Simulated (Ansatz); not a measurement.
System: a slab cut from Ta (slab content Ta₁₂), space group Im-3m (No. 229).

Structure:
```yaml
crystal:
  lattice:
    - [-1.65230, 1.65230, 1.65230]
    - [1.65230, -1.65230, 1.65230]
    - [1.65230, 1.65230, -1.65230]
  atoms:
    - { symbol: Ta, position: [0.00000, 0.00000, 0.00000] }
```

How it was computed, with Ansatz 0.2.0: spacing and rumpling of the atomic planes of a slab cut from the relaxed bulk cell along the Miller plane (conventional indices), bottom to top, after all atoms relax, plane waves with PAW datasets, Γ-centred k mesh. Level: r2SCAN, no spin polarisation.

- space group in which the indices count: 229
- Miller index h: 1
- Miller index k: 1
- Miller index l: 1
- top plane: Ta
- bottom plane: Ta
- planes: 12
- surface cell: (1, 1)
- slab thickness as cut: 10.49 Å
- vacuum: 15 Å
- surface area: 18.91 Å²
- surface a: 4.673 Å
- surface b: 4.673 Å
- surface angle: 120 °
- slab atoms: 12
- wave cutoff: 500 eV
- k mesh: 9×9×1
- occupations: Gaussian
- smearing width: 0.1 eV
- boundary: dipole corrected

Describe the result: the spacing change of each pair of planes. The cases: 1–2; 2–3; 3–4; 4–5; 5–6; 6–7; 7–8; 8–9; 9–10; 10–11; 11–12.

The least value, −0.263 Å, is that of 1–2 and 11–12, and the largest, 0.192 Å, that of 3–4 and 9–10.

| pair of planes | spacing change (Å) | spacing to next (Å) |
| --- | --- | --- |
| 1–2 | −0.263 | 0.691 |
| 2–3 | −0.189 | 0.765 |
| 3–4 | 0.192 | 1.146 |
| 4–5 | −0.069 | 0.884 |
| 5–6 | −0.032 | 0.922 |
| 6–7 | 0.041 | 0.995 |
| 7–8 | −0.032 | 0.922 |
| 8–9 | −0.069 | 0.884 |
| 9–10 | 0.192 | 1.146 |
| 10–11 | −0.189 | 0.765 |
| 11–12 | −0.263 | 0.691 |

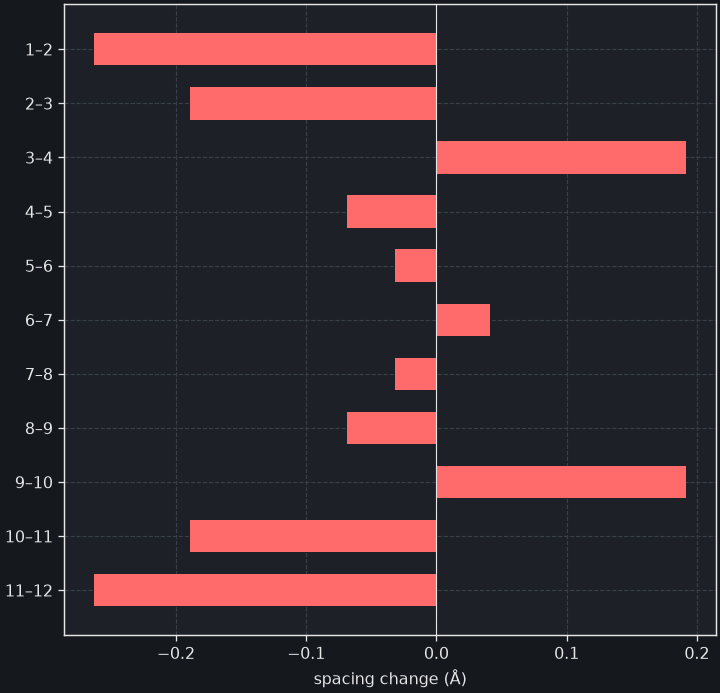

Note: coarse k mesh; k mesh lowers the symmetry; xc potential rough in thin density.
